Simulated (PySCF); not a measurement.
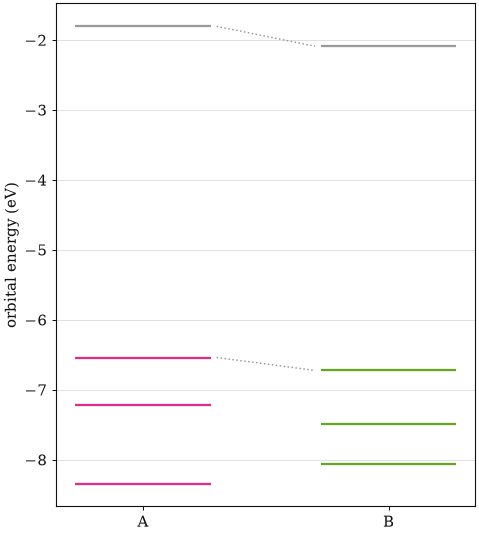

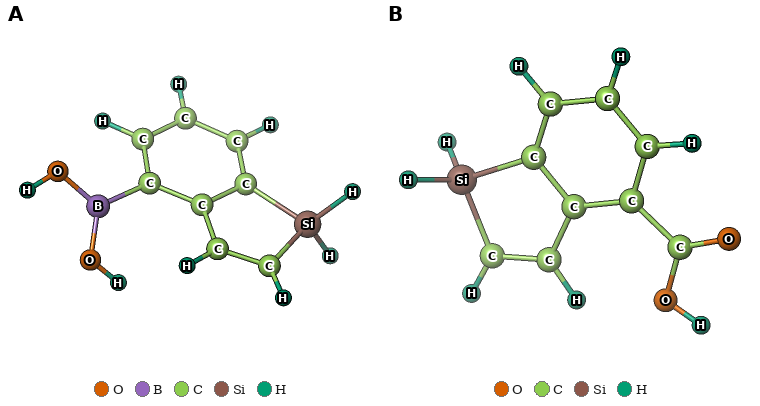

Related molecules: A is C₈H₉BO₂Si, SMILES OB(O)c1cccc2c1C=C[SiH2]2; B is C₉H₈O₂Si, SMILES O=C(O)c1cccc2c1C=C[SiH2]2. Frontier orbital energies, B3LYP/def2-SVPD in PySCF 2.14.0, at a PBE0-D3(BJ)/def2-SVP geometry (no frequency check); drawn are at most three filled levels and, in grey, the LUMO with any level within 0.03 eV of it; dotted lines join the HOMOs and the LUMOs.

What does the change do to the frontier levels?

Answer. From A to B the HOMO falls by 0.18 eV and the LUMO falls by 0.28 eV, so the separation goes from 4.73 to 4.64 eV.

Limits of at least one run: one conformer of a flexible molecule.
